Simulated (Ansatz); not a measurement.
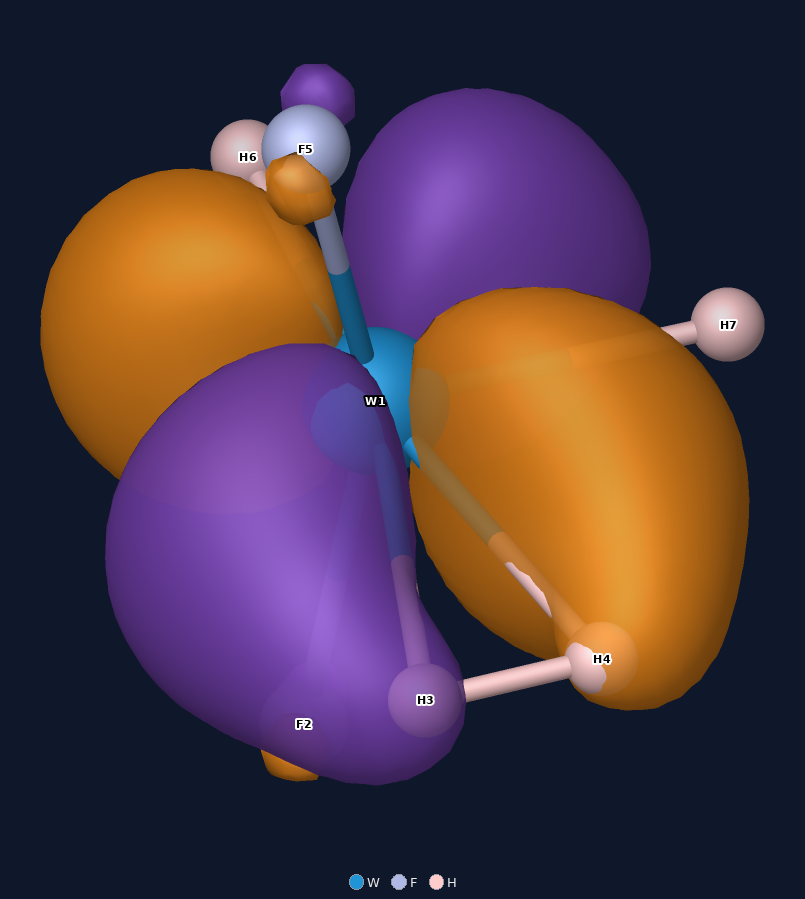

*F2H4W. One frontier orbital at ±0.15 Å⁻³ᐟ² (orange and purple are the two phases), seen at an oblique angle.*

Core potentials replace the inner electrons of W.

Theory: RKS PBE0-D4/def2-SVP (Ansatz 0.2.0).

The calculation's input:

```
crystal:
  periodic: [false, false, false]
  atoms:
    - { symbol: W, position_ang: [-0.467493, -0.144282, -0.252936] }
    - { symbol: F, position_ang: [1.564424, -0.144076, 2.001466] }
    - { symbol: H, position_ang: [1.597036, 0.704179, 1.629591] }
    - { symbol: H, position_ang: [0.677886, 1.121512, -0.093856] }
    - { symbol: F, position_ang: [-2.249785, 0.159714, -0.122365] }
    - { symbol: H, position_ang: [0.145273, -1.726737, -0.3097] }
    - { symbol: H, position_ang: [-0.457741, 0.029689, -1.9127] }
basis:
  gaussian: { orbitals: def2-SVP }
hamiltonian:
  xc: pbe0
  dispersion: d4
relax:
  f_tol: 0.03
  max_steps: 50
output:
  orbitals: {}
```

Command:

```sh
ansatz run input.yaml --threads 1 --pin off --max-ram 2048MiB --backend cpu --events-out ev --progress --plain --runs-dir out
```

The fields are those of the run's last geometry, not of the input's.

### Which orbital is it: HOMO or LUMO?

The HOMO, at −6.78 eV. Its weight (Hirshfeld) is mainly on W1 (about 80 %) and H3 (about 5 %).
